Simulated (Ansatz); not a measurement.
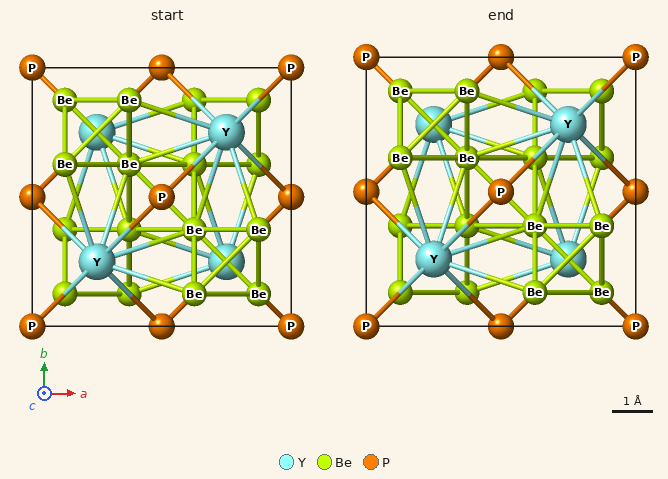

The structure of a crystal of YBe4P (built on the HoCdCu4 type) (coarse preliminary run) before (left) and after (right) a relaxation, at one scale.

The picture is a ball-and-stick view of the conventional cell (4 times the calculation's cell), seen along the c axis. Lengths and directions refer to the drawn axes.

Case: HoCdCu4 type (F-43m, No. 216).

Method: Ansatz 0.2.0, DFT PBE, scalar-relativistic, plane waves, PAW. Settings: plane-wave cutoff 420 eV; k-point mesh 4 × 4 × 4; occupations gaussian; smearing width 0.1 eV; no spin polarisation; cell and atoms relaxed; force threshold 0.04 eV/Å; at most 70 steps.

### Describe what moved and what it gained.

The atoms keep their places relative to the cell (all moves are under 0.005 Å). The drawn cell changes as follows: a = b = c 6.522 → 6.786 Å (+4.1 %); the volume changes by +12.7 %. Some distances before and after: P–Y 2.824 → 2.939 Å, Be–Y 2.705 → 2.816 Å, Be–Be 2.320 → 2.420 Å, Be–Be 2.292 → 2.378 Å. The space group stays F-43m (No. 216). After 2 accepted moves (3 points after the start) the energy has fallen by 49.7 meV per atom. The largest force component goes from 0.016 to 0.013 eV/Å. The pressure goes from 11.96 to −0.08 GPa. The SCF was repeated once at an unchanged geometry on a basis and grid sized afresh for the cell, which shifted the energy by 0.4 meV per atom at most. The run took 6 s on 1 thread of Oxide Virtual Turin-like Processor (Zen 5), on a shared host, peak memory 0.38 GiB.
